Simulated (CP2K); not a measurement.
# MNDO run of CH4SSn (SMILES [CH2]1[S][SnH2]1)

Aim: the energy difference between two shapes of CH4SSn at MNDO, from 2 runs. 

The results are computed with CP2K 2026.2.

3 further runs of the same task are left out: 2 that didn't finish, 1 set aside as unsound or not needed.

### 1 The molecule

CH4SSn has 7 atoms, charge 0, and is taken as a singlet. SMILES: `[CH2]1[S][SnH2]1`. The shape comes from GFN2-xTB, which is rough for such elements, and wasn't checked as a minimum.

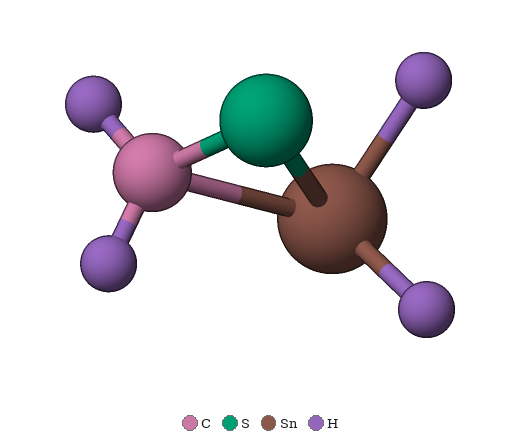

Viewed from a chosen angle; carbon pink, sulfur teal, tin brown, hydrogen purple.

### 2 A single-point energy at MNDO

molecule.xyz reads:

```xyz
7

C     -0.688480    -0.479930    -0.801860
S     -0.190160    -1.401370     0.491720
Sn     0.581310     1.241800     0.350730
H     -1.716260    -0.145020    -0.844480
H     -0.195180    -0.600320    -1.757560
H      0.085560     0.963380     2.015250
H      2.123220     0.421460     0.546190
```

job.inp reads:

```
&global
   project_name job
   run_type ENERGY
   print_level MEDIUM
&end global
&force_eval
   method Quickstep
   &dft
      &qs
         method MNDO
         eps_default 1.0E-10
         &se
            &coulomb
               cutoff [angstrom] 50
               rc_range [angstrom] 0
            &end coulomb
            &exchange
               cutoff [angstrom] 50
               rc_range [angstrom] 0
            &end exchange
         &end se
      &end qs
      ! no periodic images
      &poisson
         periodic NONE
         poisson_solver ANALYTIC
      &end poisson
      ! SCF settings
      &scf
         scf_guess ATOMIC
         eps_scf 1.0E-06
         max_scf 150
         added_mos 2
         &diagonalization
            algorithm STANDARD
         &end diagonalization
         &mixing
            method DIRECT_P_MIXING
            alpha 0.4
         &end mixing
      &end scf
      ! extra output
      &print
         &moments
            periodic F
            reference COM
            max_moment 1
         &end moments
         &mo ON
            energies T
            occupation_numbers T
            ndigits 6
            &each
               qs_scf 0
            &end each
            add_last NUMERIC
         &end mo
         &hirshfeld OFF
         &end hirshfeld
      &end print
   &end dft
   &subsys
      ! box in angstrom
      &cell
         abc 11.8 10.6 11.8
         periodic NONE
      &end cell
      &topology
         coord_file_name molecule.xyz
         coord_file_format XYZ
         &center_coordinates
         &end center_coordinates
      &end topology
   &end subsys
&end force_eval
```

Started as:

```bash
$ OMP_NUM_THREADS=1 cp2k.psmp -i job.inp -o job.out
```

What it wrote (excerpt; [...] marks lines left out):

```text
CP2K| version string:                                       CP2K version 2026.2
[...]
 GLOBAL| Method name                                                        CP2K
[...]
 GLOBAL| Run type                                                         ENERGY
[...]
                             - Atoms:                                          7
[...]
                             - Spherical basis functions:                     16
[...]
 Number of electrons:                                                         18
[...]
     1 P_Mix/Diag. 0.40E+00    0.0     0.92420627       -14.9209028223 -1.49E+01
[...]
    19 DIIS/Diag.  0.70E-07    0.0     0.00000027       -18.5988865366 -1.30E-11
  *** SCF run converged in    19 steps ***
  Core-core repulsion energy [eV]:                            730.95970322911285
  Core Hamiltonian energy [eV]:                              -777.14981201210571
  Two-electron integral energy [eV]:                         -919.82266413657362
  Electronic energy [eV]:                                   -1237.06114408039252
  Total energy [eV]:                                         -506.10144085127973
  Atomic reference energy [eV]:                               508.92038307801590
  Heat of formation [kcal/mol]:                                65.00635720545191
[...]
 SE_DIPOLE| Moment [Debye]          1.57552125       0.64121638       2.07512279
 SE_DIPOLE| Derivative [a.u.]       0.00000000       0.00000000       0.00000000
 ENERGY| Total FORCE_EVAL ( QS ) energy [hartree]            -18.598886536575019
[...]
```

Run time: 0.44 s. Hardware: 1 thread of Arm Neoverse N1, shared host; peak memory 0.13 GiB.

### 3 The distorted shape, same level

molecule.xyz reads:

```xyz
7

C     -0.738961    -0.396001    -0.768676
S     -0.188829    -1.386263     0.507322
Sn     0.477232     1.289686     0.405729
H     -1.765332    -0.114964    -0.767409
H     -0.164969    -0.504963    -1.717318
H      0.112163     0.909220     1.940885
H      2.266258     0.435119     0.497399
```

run.inp reads:

```
&GLOBAL
    PROJECT_NAME run
    RUN_TYPE ENERGY
    PRINT_LEVEL MEDIUM
&END GLOBAL

&FORCE_EVAL
    METHOD QS
    &DFT
        CHARGE 0
        MULTIPLICITY 1
        &QS
            METHOD MNDO
            EPS_DEFAULT 1.0E-10
            &SE
                &COULOMB
                    CUTOFF [angstrom] 50
                    RC_RANGE [angstrom] 0
                &END COULOMB
                &EXCHANGE
                    CUTOFF [angstrom] 50
                    RC_RANGE [angstrom] 0
                &END EXCHANGE
            &END SE
        &END QS
        # cluster boundary conditions
        &POISSON
            PERIODIC NONE
            POISSON_SOLVER ANALYTIC
        &END POISSON
        &SCF
            SCF_GUESS ATOMIC
            EPS_SCF 1.0E-06
            MAX_SCF 150
            ADDED_MOS 2
            &DIAGONALIZATION
                ALGORITHM STANDARD
            &END DIAGONALIZATION
            &MIXING
                METHOD DIRECT_P_MIXING
                ALPHA 0.4
            &END MIXING
        &END SCF
        # extra output
        &PRINT
            &MOMENTS
                PERIODIC F
                REFERENCE COM
                MAX_MOMENT 1
            &END MOMENTS
            &MO ON
                ENERGIES T
                OCCUPATION_NUMBERS T
                NDIGITS 6
                &EACH
                    QS_SCF 0
                &END EACH
                ADD_LAST NUMERIC
            &END MO
            &HIRSHFELD OFF
            &END HIRSHFELD
        &END PRINT
    &END DFT
    # structure
    &SUBSYS
        &CELL
            ABC [angstrom] 12 10.7 11.7
            PERIODIC NONE
        &END CELL
        &TOPOLOGY
            COORD_FILE_NAME molecule.xyz
            COORD_FILE_FORMAT XYZ
            &CENTER_COORDINATES
            &END CENTER_COORDINATES
        &END TOPOLOGY
    &END SUBSYS
&END FORCE_EVAL
```

Started as:

```bash
$ OMP_NUM_THREADS=1 cp2k.psmp -i run.inp -o run.out
```

What it wrote (excerpt; [...] marks lines left out):

```text
CP2K| version string:                                       CP2K version 2026.2
[...]
 GLOBAL| Method name                                                        CP2K
[...]
 GLOBAL| Run type                                                         ENERGY
[...]
                             - Atoms:                                          7
[...]
                             - Spherical basis functions:                     16
[...]
 Number of electrons:                                                         18
[...]
     1 P_Mix/Diag. 0.40E+00    0.0     0.92172435       -14.9452665575 -1.49E+01
[...]
    19 DIIS/Diag.  0.94E-07    0.0     0.00000035       -18.5736862163 -1.41E-11
  *** SCF run converged in    19 steps ***
  Core-core repulsion energy [eV]:                            727.86441206893880
  Core Hamiltonian energy [eV]:                              -777.08668810422830
  Two-electron integral energy [eV]:                         -912.38685845392422
  Electronic energy [eV]:                                   -1233.28011733119047
  Total energy [eV]:                                         -505.41570526225155
  Atomic reference energy [eV]:                               508.92038307801590
  Heat of formation [kcal/mol]:                                80.81979680916685
[...]
 SE_DIPOLE| Moment [Debye]          1.92792037       0.47497713       1.86475673
 SE_DIPOLE| Derivative [a.u.]       0.00000000       0.00000000       0.00000000
 ENERGY| Total FORCE_EVAL ( QS ) energy [hartree]            -18.573686216273671
[...]
```

Wall time 0.44 s (1 thread of Arm Neoverse N1, shared host); peak memory 0.13 GiB.

### 4 What came out

Level: MNDO.

| quantity | value |
| --- | --- |
| first shape: total energy | -18.59889 Eh |
| first shape: dipole moment | 2.68 D |
| first shape: HOMO energy | -10.11 eV |
| first shape: LUMO energy | -2.22 eV |
| first shape: HOMO–LUMO gap | 7.89 eV |
| first shape: heat of formation | 65.0 kcal/mol |
| distorted shape: total energy | -18.57369 Eh |
| distorted shape: dipole moment | 2.72 D |
| distorted shape: HOMO energy | -9.73 eV |
| distorted shape: LUMO energy | -2.37 eV |
| distorted shape: HOMO–LUMO gap | 7.37 eV |
| distorted shape: heat of formation | 80.8 kcal/mol |
| energy change with the atoms displaced | 0.686 eV |

**Reading.** With the atoms displaced the energy rises by 0.69 eV (15.8 kcal/mol). The first shape isn't relaxed at this level, so the change isn't measured from a minimum.
